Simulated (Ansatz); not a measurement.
# Calculations on GaH5O2

## 1. Relaxation

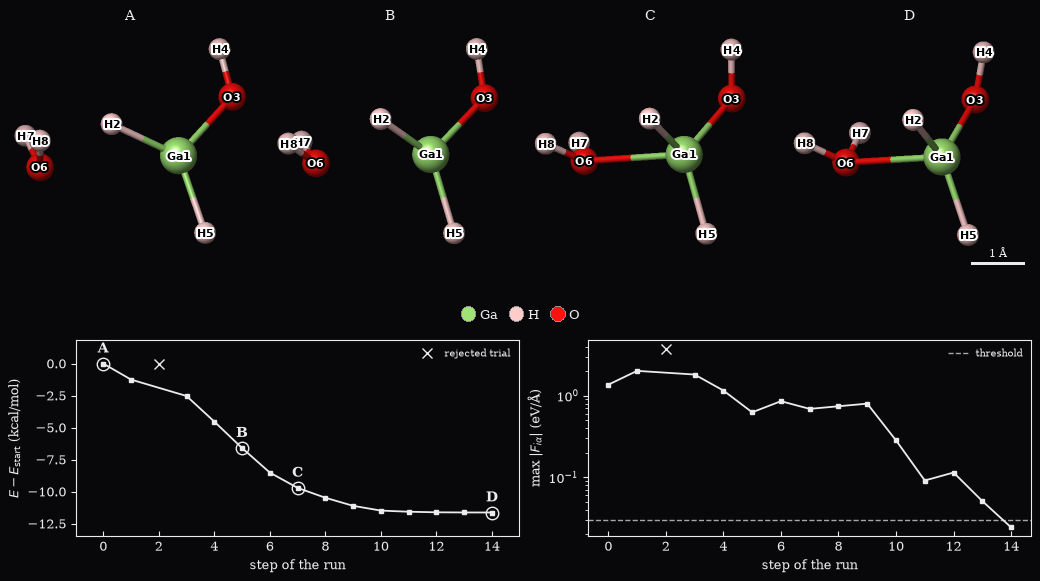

Frames of a relaxation of GaH$_{5}$O$_{2}$, marked on the history of the run. The picture is a ball-and-stick view, seen at a tilt.

The run prepares an end point of a later path (reaction) calculation, from a guessed geometry.

These are results of RHF/def2-mTZVP in Ansatz 0.2.0, not measurements.

Input file:
```yaml
crystal:
  periodic: [false, false, false]
  atoms:
    - { symbol: Ga, position_ang: [-0.1778, -0.347104, -0.168656] }
    - { symbol: H, position_ang: [-0.07164, -0.407397, 1.401637] }
    - { symbol: O, position_ang: [1.324173, -0.568936, -1.095611] }
    - { symbol: H, position_ang: [2.140517, -0.699441, -0.639267] }
    - { symbol: H, position_ang: [-1.491554, -0.201988, -1.000499] }
    - { symbol: O, position_ang: [0.019515, 2.202382, 1.368639] }
    - { symbol: H, position_ang: [0.835965, 2.669645, 1.487382] }
    - { symbol: H, position_ang: [0.094624, 1.391538, 1.897774] }
basis:
  gaussian: { orbitals: def2-mTZVP }
hamiltonian:
  xc: hf
relax:
  f_tol: 0.03
  max_steps: 50
```

Run as
```bash
ansatz run input.yaml --threads 1 --pin off --max-ram 2048MiB --backend cpu --events-out ev --progress --plain --runs-dir out
```

Describe the path.

Answer. H7 moves most after the best rigid fit: 1.05 Å. Largest moves by element: H 1.05 Å, O 0.80 Å, Ga 0.32 Å. Some distances before and after: Ga1–O6 2.984 → 2.188 Å, Ga1–O3 1.779 → 1.817 Å, O6–H8 0.971 → 0.948 Å, Ga1–H2 1.575 → 1.585 Å. New bonds form, among them: Ga1–O6 (2.98 → 2.19 Å). Groups turn about Ga1–O3 by about 25°. The energy falls by 11.6 kcal/mol in 13 accepted moves (14 points after the start). Largest force component: 1.4 eV/Å at the start, 0.024 eV/Å at the end. The line search rejected the trial step at point 2 of the run. Cost: 58 s on 1 thread of Arm Neoverse N1 (shared host), peak memory 0.19 GiB. From step 0 to 5: H2 moves most (0.38 Å), energy −6.59 kcal/mol. From step 5 to 7: H7 moves most (0.34 Å), energy −3.11 kcal/mol. From step 7 to 14: H7 moves most (0.47 Å), energy −1.92 kcal/mol.

Limits of the set-up: Hartree-Fock leaves out electron correlation.

## 2. Relaxation

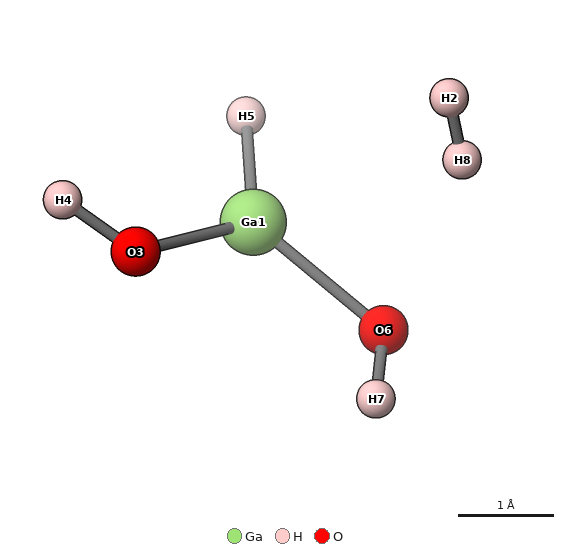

This is the input geometry for a relaxation of GaH$_{5}$O$_{2}$. Style: ball-and-stick. Shown face on.

The run prepares an end point of a later path (reaction) calculation, from a guessed geometry.

All numbers below come from Ansatz, RHF/def2-mTZVP.

Input
```yaml
crystal:
  periodic: [false, false, false]
  atoms:
    - { symbol: Ga, position_ang: [0.046872, 0.491368, -0.260966] }
    - { symbol: H, position_ang: [-0.246245, -0.239971, 2.398915] }
    - { symbol: O, position_ang: [1.671154, -0.045313, -0.731178] }
    - { symbol: H, position_ang: [1.770271, -0.828451, -1.24728] }
    - { symbol: H, position_ang: [-1.278417, -0.227716, -0.648989] }
    - { symbol: O, position_ang: [0.044548, 1.997503, 0.691175] }
    - { symbol: H, position_ang: [0.873497, 2.440851, 0.783978] }
    - { symbol: H, position_ang: [-0.20788, 0.450429, 2.265745] }
basis:
  gaussian: { orbitals: def2-mTZVP }
hamiltonian:
  xc: hf
relax:
  f_tol: 0.03
  max_steps: 50
output:
  orbitals: {}
```

Run as
```bash
ansatz run input.yaml --threads 1 --pin off --max-ram 2048MiB --backend cpu --events-out ev --progress --plain --runs-dir out
```

Q: Predict the outcome.

A: The largest move after the best rigid fit is that of H8, 0.77 Å. Largest moves by element: H 0.77 Å, O 0.51 Å, Ga 0.30 Å. Among the contacts that change: H2–H8 0.704 → 0.732 Å, Ga1–O6 1.782 → 1.768 Å. Over 6 geometry steps the energy falls by 3.68 kcal/mol. Largest force component: 1.3 eV/Å at the start, 0.024 eV/Å at the end.

History of the run:

| step | E − E(0), kcal/mol | largest force component, eV/Å |
| --- | --- | --- |
| 0 | 0.00 | 1.3322 |
| 1 | -2.62 | 0.3104 |
| 2 | -3.05 | 0.3625 |
| 3 | -3.34 | 0.4254 |
| 4 | -3.53 | 0.3228 |
| 5 | -3.66 | 0.0742 |
| 6 | -3.68 | 0.0245 |

The structure at the end:

```xyz
8

Ga    0.0551    0.6553   -0.5061
H    -0.1859   -0.6317    2.9076
O     1.6761   -0.0257   -0.7523
H     1.7648   -0.8750   -1.1529
H    -1.2781   -0.0412   -0.9130
O     0.0656    2.2517    0.2547
H     0.9056    2.6197    0.4810
H    -0.3294    0.0856    2.9325
```

The end point in the same view:

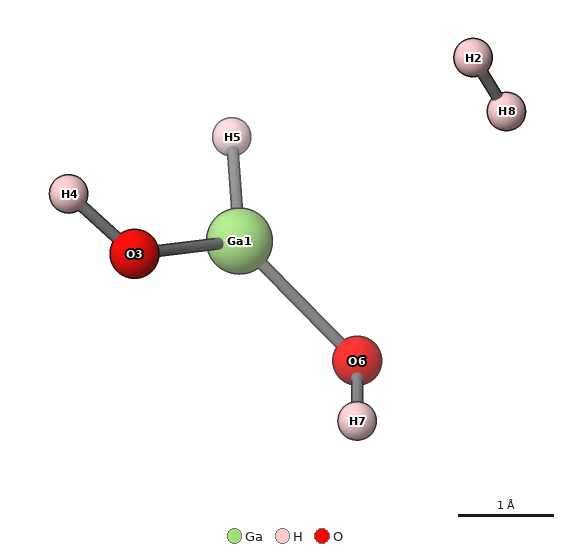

Limits of the set-up: the start holds two separate molecules, 2.2 Å apart at their closest, whose relative position is a soft coordinate and is computed without a dispersion correction; Hartree-Fock leaves out electron correlation.

## 3. Path

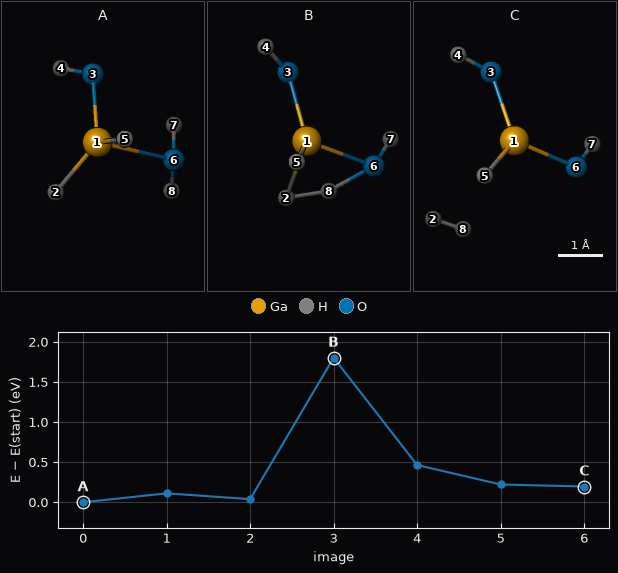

A search for the minimum-energy path of GaH5O2 by the nudged elastic band. Images are numbered from 0 (start) to 6 (end). Frames A to C are images 0, 3, 6. A ball-and-stick model, seen from a free direction.

Level of theory: RHF/def2-mTZVP (Ansatz 0.2.0). Settings: 5 movable images; climbing image; force threshold 0.05 eV/Å; iteration limit 60; starting path through a guess of the saddle point.

Question: What happens along the path, and what is the barrier?

Answer: The path has more than one stage, and so few images may leave a stage unresolved. Breaking: Ga1–H2 (1.59 → 1.88 at the top → 3.66 Å), O6–H8 (0.95 → 1.27 at the top → 3.47 Å). Forming: H2–H8 (3.01 → 1.01 at the top → 0.73 Å). The highest point, image 3, lies 1.80 eV above the start and 1.61 eV above the end; the end is at +0.20 eV relative to the start. The profile has 2 maxima (images 1, 3) with a dip at image 2 (+0.04 eV), so the process runs in steps. The band converged in 18 iterations. The largest component of the band force went from 33 to 0.037 eV/Å. The climbing image converged on the top of the path. Its vibrational analysis gives one imaginary mode (1925i cm⁻¹), as a transition state must have.

Limits of the set-up: Hartree-Fock leaves out electron correlation.

The run took 5.6 min on 1 thread of Arm Neoverse N1 (shared host), peak memory 0.19 GiB.
